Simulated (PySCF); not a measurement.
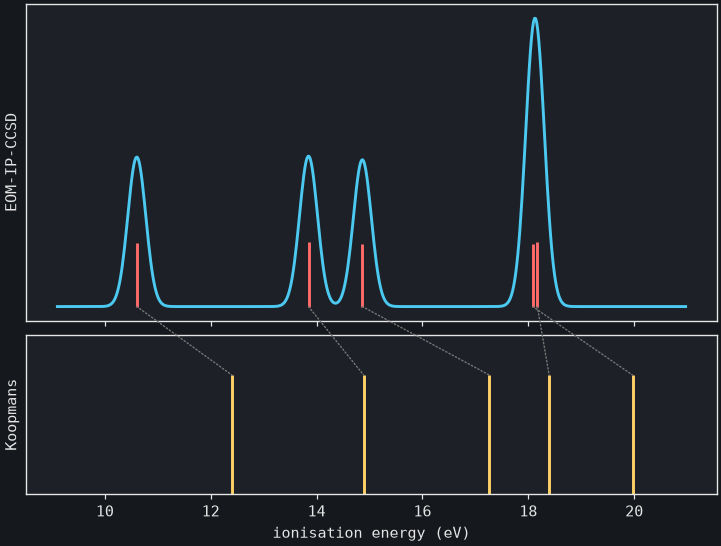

Valence photoelectron lines of H₂O₂ (hydrogen peroxide), SMILES OO: vertical EOM-IP-CCSD/aug-cc-pVTZ (frozen core, PySCF 2.14.0, at a PBE0-D3(BJ)/def2-SVP geometry (no frequency check); 5 lines, one for each of the 5 highest orbitals, so a line of a deeper orbital can be missing among them) above, Hartree-Fock orbital energies with the sign turned below, non-relativistic; dotted lines join each line to its leading orbital. Stick heights are one-hole weights (summed over degenerate lines), not cross-sections; Gaussian width 0.40 eV.

**What is the first vertical ionisation energy, and how far is Koopmans' value off?**

10.60 eV from the HOMO; Koopmans gives 12.40 eV, 1.80 eV too high.

**List the lines.**

```tsv
hole	EOM-IP-CCSD (eV)	Koopmans (eV)	one-hole weight
HOMO	10.60	12.40	0.95
HOMO-1	13.85	14.89	0.96
HOMO-2	14.86	17.27	0.93
HOMO-4	18.08	19.97	0.93
HOMO-3	18.17	18.39	0.96
```
